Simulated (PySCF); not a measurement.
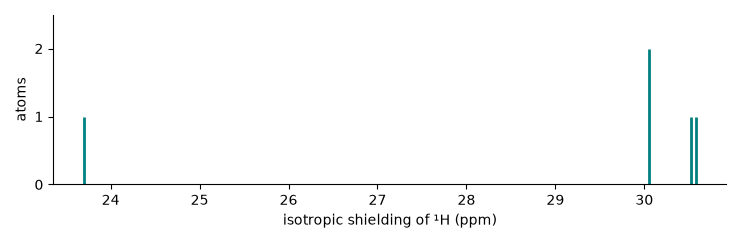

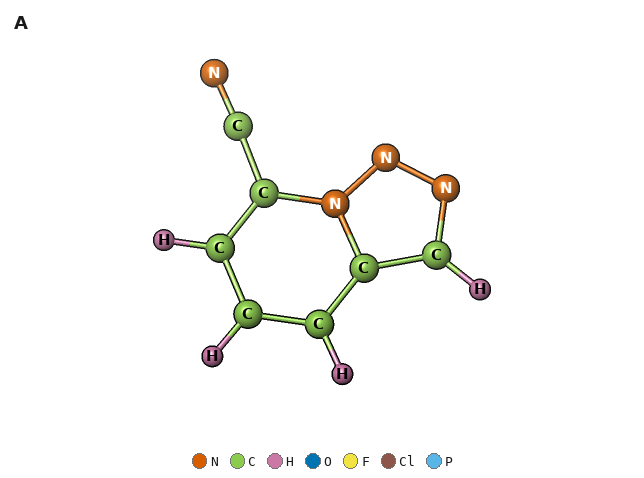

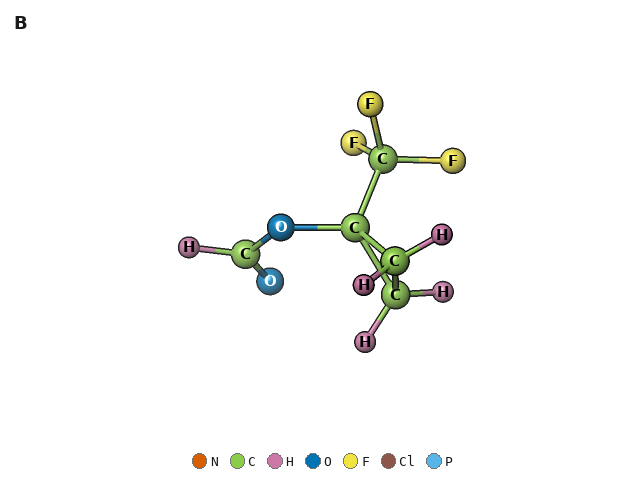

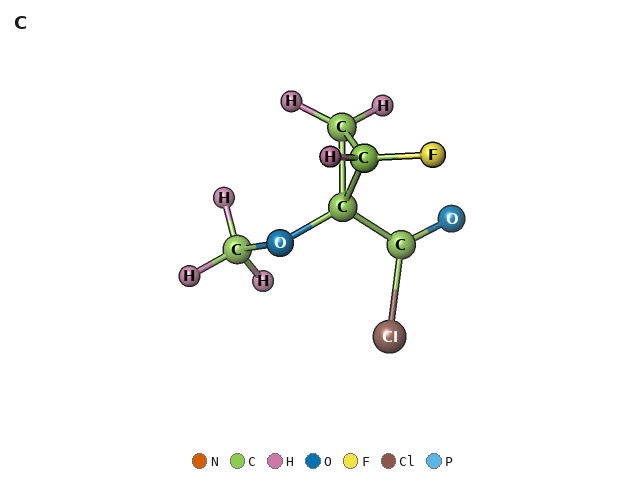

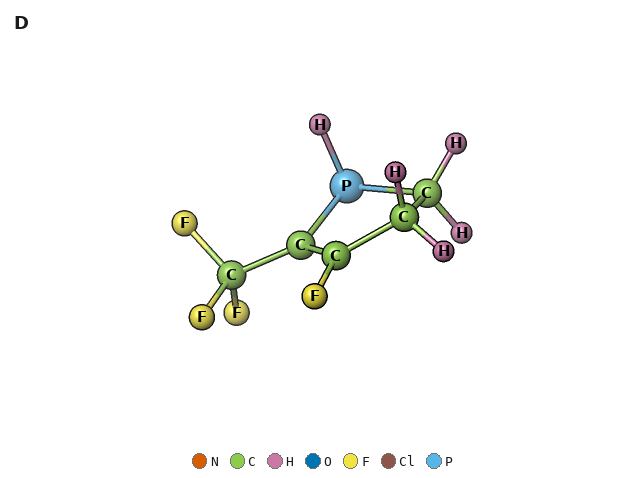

The sticks are computed shieldings of one of the molecules, for one fixed geometry (GFN2-xTB) without averaging over rotations. Low shielding means a high chemical shift. Method: GIAO PBE0/pcSseg-1 NMR shielding, non-relativistic, gas phase (PySCF 2.14.0).

Question: Match the spectrum to a structure.

Answer: B, `O=COC1(C(F)(F)F)CC1`. Its 5 H atoms give lines at 23.70, 30.06 (2 atoms), 30.53, 30.58 ppm.

The geometry is semi-empirical. Around P such bond lengths and angles can be off by a tenth of an ångström or more and by several degrees, and values that hang on the shape move with them.
